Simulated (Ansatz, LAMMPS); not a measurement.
# Convergence of a linear-scaling basis for amorphous trans-polyacetylene (as short chains C28H32) at 250 K (540 atoms), part 2 of 2

Wanted: errors and times of a linear-scaling basis for amorphous trans-polyacetylene (as short chains C28H32) at 250 K (540 atoms). A setting counts as converged where the r.m.s. difference of forces stays under 1 % of the r.m.s. force.

Ansatz 0.2.0; Kohn-Sham DFT, PBE+D3(BJ), PAW (set soft_2), plane waves.

The cell: 252 C and 288 H. The network of contacts between molecules at the start is that of the classical potential that made the cell. The density was typed from a rule of thumb and may lie off the real one at this temperature. Sampling is at Γ alone, for a cell whose shortest periodic width is 17 Å.

So far. Step 3 (Plane-wave single point): Mean Löwdin charges: C -0.14, H +0.18 e (they miss 1.2 % of the electrons, so they add up to more than the cell's charge). The largest share in the top eV of filled states is C p (97 % of the projected weight), and in the lowest eV of empty states C p (96 % of the projected weight).

**4. Structure statistics**

Bonds and neighbours are counted at the geometry of the runs.

Density 1.08 g/cm³, 9.480 Å³ an atom.

g(r), total and by pair (bins of 0.2 Å):

```csv
r (Å),total,H-H,H-C,C-C
1.00,2.38,0.00,4.79,0.00
1.20,1.04,0.00,2.06,0.08
1.40,1.71,0.00,0.00,7.84
1.60,0.07,0.11,0.00,0.19
1.80,0.21,0.75,0.00,0.00
2.00,0.60,0.12,1.15,0.00
2.20,1.28,0.85,2.08,0.04
2.40,1.06,1.76,0.11,2.35
2.60,1.02,1.41,1.17,0.17
2.80,0.78,0.83,1.09,0.02
3.00,0.89,1.39,0.91,0.18
3.20,0.86,1.13,1.00,0.17
3.40,0.85,0.91,1.00,0.43
3.60,0.91,0.78,0.84,1.22
3.80,1.10,0.94,1.02,1.47
4.00,1.10,0.90,1.21,1.10
4.20,0.99,0.87,1.05,1.02
4.40,1.11,1.02,1.06,1.37
4.60,1.08,1.23,0.95,1.17
4.80,1.23,1.17,1.08,1.62
5.00,1.08,1.00,1.10,1.11
5.20,1.00,0.92,1.00,1.09
5.40,0.94,0.93,0.93,0.97
5.60,0.92,0.92,0.90,0.96
5.80,0.94,0.91,0.95,0.94
6.00,0.93,0.99,0.87,0.99
6.20,1.01,1.01,1.05,0.91
6.40,1.02,1.07,1.06,0.90
```

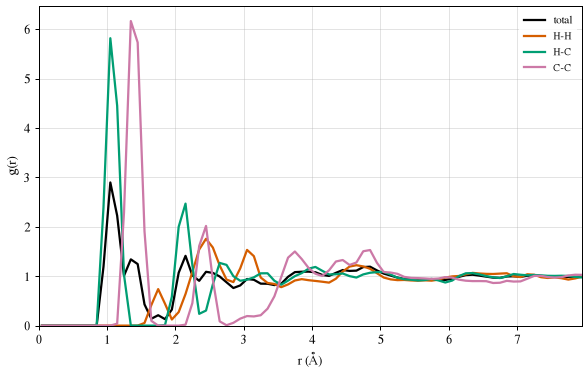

Pair distribution functions, lightly smoothed.

Bonds by pair of elements; cutoffs follow the first minimum of g(r), held within bounds set by covalent radii, and pairs that aren't listed don't count as bonded:

```csv
pair A-B,cutoff (Å),bonds,mean length (Å),spread (Å),shortest (Å),B about A,A about B
H-C,1.34,288,1.09,0.027,1.02,1,1.14
C-C,1.85,243,1.39,0.059,1.30,1.93,1.93
```

How many atoms have how many bonded neighbours:

```csv
element,mean,1,3,4
C,3.07,0,234,18
H,1,288,0,0
```

Bond angles, per cent of each kind in bins of 5°:

```csv
angle (°),C-C-H,C-C-C,H-C-H
95–100,0.0,0.0,5.6
100–105,0.6,0.0,16.7
105–110,5.0,0.0,51.9
110–115,18.2,1.7,24.1
115–120,44.4,25.2,1.8
120–125,27.2,50.0,0.0
125–130,4.6,22.6,0.0
130–135,0.0,0.4,0.0
```

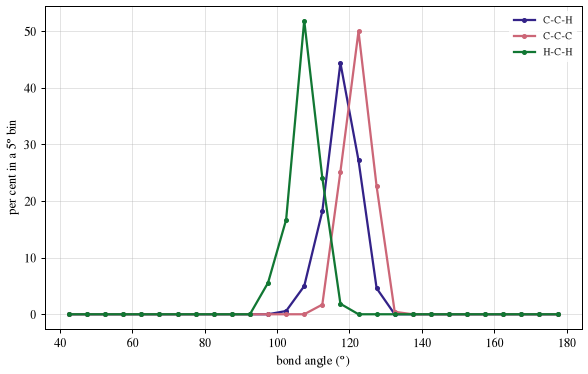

Distributions of the most common bond angles.

Bond angles (no mean is given where the spread exceeds 20°):

```csv
angle,count,mean (°),spread (°)
C-C-H,522,118,4.5
C-C-C,234,122,3.6
H-C-H,54,108,3.8
```

Bond length by coordination (bonds to H left out):

```csv
element,coordination,atoms,mean bond length (Å)
C,3,234,1.39
C,4,18,1.48
```

Counting bonds as in the table, 93 % of C atoms have 3 and all H atoms have 1 bonded neighbour. The C-C-H angle averages 118° with a spread of 4°.

A closer look about C201, which bears the longest force: 8 atoms, nearest first, numbered in the order of the input, with positions taken from that point.

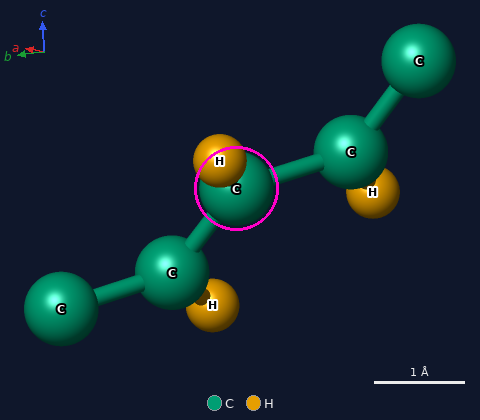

The atoms of the table, within 2.5 Å (arrows a, b, c point along x, y, z); some may hide others; the central atom is ringed.

```csv
atom,x,y,z,distance (Å),bonds,Löwdin charge (e),Fx,Fy,Fz (eV/Å)
C201,0.00,0.00,0.00,0.00,3,-0.11,-2.56,-3.63,1.53
H231,-0.71,0.65,0.45,1.06,1,0.18,-0.33,0.56,0.95
C200,0.73,0.43,-0.98,1.30,3,-0.11,1.59,0.06,-2.07
C202,-0.11,-1.46,0.27,1.49,3,-0.12,-0.14,3.27,0.63
H230,1.25,-0.41,-1.49,1.98,1,0.17,0.51,0.92,-0.24
H232,0.50,-2.11,-0.31,2.19,1,0.18,0.41,-0.50,-0.59
C199,0.88,1.82,-1.26,2.38,3,-0.12,-0.29,0.42,-0.15
C203,-0.80,-1.97,1.32,2.50,3,-0.13,0.12,0.65,0.53
```

The column of bonds counts only the pairs H-C within 1.34 Å, C-C within 1.85 Å; other neighbours, such as metal atoms beside each other in a compound, aren't counted, and periodic images can show an atom twice.

**5. Support functions medium**

With localised support functions most steps grow linearly with size, though the diagonalisation grows faster unless the density matrix is cut; this run measures error and cost at this size. The level medium gives here a grid of 90×90×90 points and a radius of 3.36 Å.

This step: Kohn-Sham DFT, PBE+D3(BJ), PAW (set soft_2), localised support functions (medium) (Ansatz 0.2.0).

The input, input.yaml:

```yaml
crystal:
  lattice:
    - [17.23445, 0.0, 0.0]
    - [0.0, 17.23445, 0.0]
    - [0.0, 0.0, 17.23445]
  atoms:
    [... the 540 atom lines of step 3 ...]
kpoints:
  mp_grid: { grid: [1, 1, 1] }
hamiltonian:
  xc: pbe
  dispersion: d3bj
scf:
  occupations: { method: gaussian, width: 0.05 }
  eigensolver: { kind: { support_functions: { accuracy: medium } } }
  mixing: { beta: 0.4 }
  max_iter: 150
output:
  forces: true
  eigenvalues: true
```

Command:

```sh
ansatz run input.yaml --threads 8 --pin off --max-ram 15872MiB --backend cpu --events-out ev --progress --plain --runs-dir out
```

Numbers of over 12 decimals in the logs are rounded to 6 here.

What it wrote:

```text
Warning: scf.eigensolver.kind.support_functions: disabling space-group detection — the functions' gradient is summed over unrotated k-points, so no spatial operation reduces the k-mesh or symmetrises the density; time reversal is kept, so that k and −k are solved as one point where they differ and the mesh holds both, and exact exchange and, on two spinor components, a DFT+U term hold to it where the run has them: [...]
settings of this run that can trade accuracy for cost: scf.eigensolver.kind.support_functions [...]
[...]
Crystal: 540 atoms, lattice volume = 5119.084 Å³
Basis set: ecut = 420 eV, 100137 PW (Γ), exchange–correlation on 240×240×240 points (8 copies of the dense FFT grid, shifted against one another)
Bands: 778, of which v1, the nominal top of the filled ones, is band 648 counted from 1 (647 counted from 0)
Symmetry: 1 space group operations
k-points: 1
[...]
Eigensolver: Support functions (medium, 90×90×90 points, laid for a spacing of at most 0.228497 Å, radius 3.358482 Å, 22 sites without an atom, 2 species' potentials softened for the grid, 2 wholly corrected for its errors in the mean over positions, 2 with the egg-box correction, energy correction by stochastic trace)
[...]
SCF iter   1: F=—  HF=-67961.448306 eV  |F-HF|=—  |Δ(HF+E_count)|=         —  Δρ=1.24e-1  dr2=9.29e2  ethr=1.00e-1
[...]
SCF iter  12: F=—  HF=-67811.910463 eV  |F-HF|=—  |Δ(HF+E_count)|=   2.68e-3  Δρ=1.92e-5  dr2=1.65e-5  ethr=4.11e-9  κ⁻¹=7.2e-7(r=7)
SCF iter  13: F=-67811.910486 eV  HF=-67811.910486 eV  |F-HF|=1.67e-7  |Δ(HF+E_count)|=   2.28e-5  Δρ=7.54e-6  dr2=2.63e-6  ethr=1.27e-9
SCF 1 converged in 13 iterations: F = -67811.939236 eV  dr2 = 2.63e-6
[...]
SCF converged after 13 iterations
Stability not checked: this state was not tested for a lower state beside it, because the mixer in use, unlike msr1, does not test its closes by its own steps (another_mixer; see scf.mixing.algorithm and scf.lower_state_search)
Free energy (F): -67811.939236 eV
[...]
Internal energy: -67811.939236 eV  (E = F + TS)
E sigma→0 (E₀):  -67811.939236 eV
Fermi energy:    1.960376 eV
[...]
Σ components = -67811.939236   (vs F -67811.939236, Δ=0.00e0)
--- Forces (eV/Å), atoms counted from 1 ---
  atom   1  C     -0.17637267    -1.46128959     1.65250538
  atom   2  C      0.47553300    -1.51622306    -0.44969481
  atom   3  C     -0.73346589     1.85197955    -0.63356486
  atom   4  C     -0.26044039    -0.16861731     1.45744521
[...]
atom 540  H      0.11500392    -0.62559538     0.26527774
  max |Σ_I F_I| component: 2.35e-3 eV/Å
--- Band table (eV) ---
[...]
```

Run time: 2.5 min. Hardware: 8 threads of Arm Neoverse V2, shared host; peak memory 7.9 GiB.

The program notes that the band table was not solved further than the SCF left it and it switched symmetry off.

Keys that differ from the reference: support_functions.accuracy = "medium", scf.max_iter = 150 and scf.mixing.beta = 0.4.

Forces differ from the reference by 5.0 meV/Å r.m.s., 0.55 % of their size, within a tolerance of 1 %; the energy by -3.4 meV/atom.

**6. Cost against change**

Each row is set against the plane-wave reference (Kohn-Sham DFT, PBE+D3(BJ), PAW (set soft_2), plane waves; r.m.s. force component 0.915 eV/Å). Energies are set beside the reference only for runs with its functional, potentials and electron count. Times are for 8 threads of Arm Neoverse V2, shared host. The reference's time includes the DOS, the stress and grids, which some other runs skip.

```csv
run,"Δ force, r.m.s. (meV/Å)",share of r.m.s. force (%),Δ energy (meV/atom),Δ gap (eV),cycles,time,host memory (GiB)
reference,-,-,-,-,11,3.8 min,10
support functions medium,4.99,0.546,-3.35,-3.0e-4,13,2.5 min,7.9
```

**7. Results**

| Quantity | Value |
| --- | --- |
| free energy per atom | -125.5743 eV/atom |
| pressure | 4.808 GPa |
| r.m.s. force component | 0.9148 eV/Å |
| gap (highest filled to lowest empty level) | 1.141 eV |
| wall time of the 2 DFT runs | 6.3 min |

In words: Against plane waves at 420 eV, the forces differ by 5.0 meV/Å (0.55 %) with support functions medium. Differences between support functions and plane waves include what basis error the plane-wave run still has.

Filled and empty levels are parted by 1.14 eV (at Γ alone); a semilocal functional tends to put such gaps too low. It is the spacing of short capped chains, not of the long polymer. In a disordered cell it changes from sample to sample, and tail or defect levels can set it. Counting bonds as in the table, 93 % of C atoms have 3 and all H atoms have 1 bonded neighbour.

What to keep in mind: The force components of 0.91 eV/Å r.m.s. reflect the temperature of the frame as well as the gap between the generating potential and DFT, above all in bond lengths inside molecules. The stress is far from hydrostatic: its diagonal is 2.6, 4.8, 7.0 GPa, compression counted positive. The pressure of 4.8 GPa is that of one thermal frame, in which the classical model's bond lengths enter as well as the volume, without the kinetic term and with the strain of bonds inside molecules.

[Logs are printed without paths, hosts, clocks, repeated set-up lines and the standing remarks that a program may print on its own settings, such as how far it seeks lower states.]

[Hosts, paths, dates, database ids (printed as entryN), source tags and the programs' standing remarks are cut or masked in the printed files.]
